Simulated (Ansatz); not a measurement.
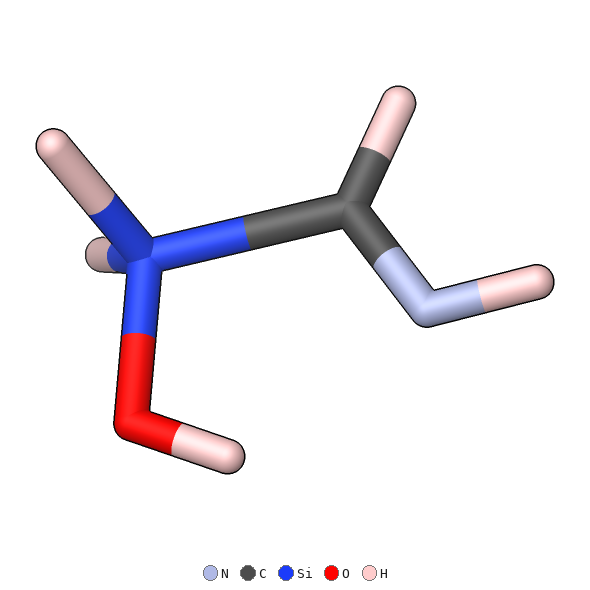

Starting geometry of the run.

Ansatz 0.2.0 input:

```yaml
crystal:
  periodic: [false, false, false]
  atoms:
    - {symbol: N, position_ang: [-0.934352, 0.846755, -1.064760]}
    - {symbol: C, position_ang: [0.315416, 0.741546, -0.607864]}
    - {symbol: Si, position_ang: [0.560113, -0.668817, 0.771976]}
    - {symbol: O, position_ang: [-1.002705, -1.357495, 0.961304]}
    - {symbol: H, position_ang: [-1.046189, 1.612201, -1.807461]}
    - {symbol: H, position_ang: [1.168472, 1.417831, -0.990277]}
    - {symbol: H, position_ang: [1.084990, -0.031302, 2.096666]}
    - {symbol: H, position_ang: [1.607648, -1.717050, 0.281540]}
    - {symbol: H, position_ang: [-1.660574, -0.892284, 0.340815]}
basis:
  gaussian: {orbitals: "6-31G*"}
hamiltonian: {xc: {name: r2SCAN}, dispersion: d3bjatm}
output: {forces: true}
```

Command:

```sh
ansatz run in.yaml --threads 2 --pin off --events-out ev --progress --plain --max-ram 4352MiB
```

What the program printed:

```
Functional definition: r2SCAN
  name "r2SCAN"
  cite "Furness, Kaplan, Ning, Perdew & Sun, J. Phys. Chem. Lett. 11, 8208 (2020) doi:10.1021/acs.jpclett.0c02405"
  cite "Furness, Kaplan, Ning, Perdew & Sun, J. Phys. Chem. Lett. 11, 9248 (2020) doi:10.1021/acs.jpclett.0c03077"
  parent r2scan
  parameter k0 = 0.174
  parameter k1 = 0.065
  parameter a1 = 4.9479
  exchange = r2scan_x(k0 = k0, k1 = k1, a1 = a1)
  correlation = r2scan_c
908 factors; their error is unknown
mean field evaluation 1: about -12521.6971 eV, gradient 6.1e1 eV
mean field evaluation 2: about -12497.3175 eV, gradient 1.2e2 eV
mean field evaluation 4: about -12528.6581 eV, gradient 1.1e1 eV
mean field evaluation 8: about -12528.9277 eV, gradient 1.7e-1 eV
mean field evaluation 16: about -12528.8545 eV, gradient 7.6e-5 eV
mean field -12528.85454802 eV, -460.4269122770 hartree, gradient 8.2e-6 eV, S^2 0.000000; 0 other end points of the search recorded, 0 dependent functions left out
the calculation of the forces begins
reference -12528.85455683 eV, -460.4269126008 hartree; 20, 20 occupied and 54, 54 virtual orbitals, 908 factors
Total energy: -12528.89983054 eV, -460.4285763791 hartree
Atom 0 at    -0.934352     0.846755    -1.064760 Å, force     2.521768     0.432106     0.323348 eV/Å
Atom 1 at     0.315416     0.741546    -0.607864 Å, force    -1.721691     0.373393    -0.840547 eV/Å
Atom 2 at     0.560113    -0.668817     0.771976 Å, force    -0.829791    -0.015978    -0.223714 eV/Å
Atom 3 at    -1.002705    -1.357495     0.961304 Å, force     0.450317     1.343970    -1.116586 eV/Å
Atom 4 at    -1.046189     1.612201    -1.807461 Å, force     0.436144    -1.030423     1.082049 eV/Å
Atom 5 at     1.168472     1.417831    -0.990277 Å, force    -1.013436    -0.839778     0.487708 eV/Å
Atom 6 at     1.084990    -0.031302     2.096666 Å, force    -0.386831    -0.449021    -0.988891 eV/Å
Atom 7 at     1.607648    -1.717050     0.281540 Å, force    -0.770021     0.787014     0.341734 eV/Å
Atom 8 at    -1.660574    -0.892284     0.340815 Å, force     1.313541    -0.601284     0.934899 eV/Å
Dipole moment:     0.267892     0.446259    -0.337044 e Å
```

The calculation finished and met its thresholds.
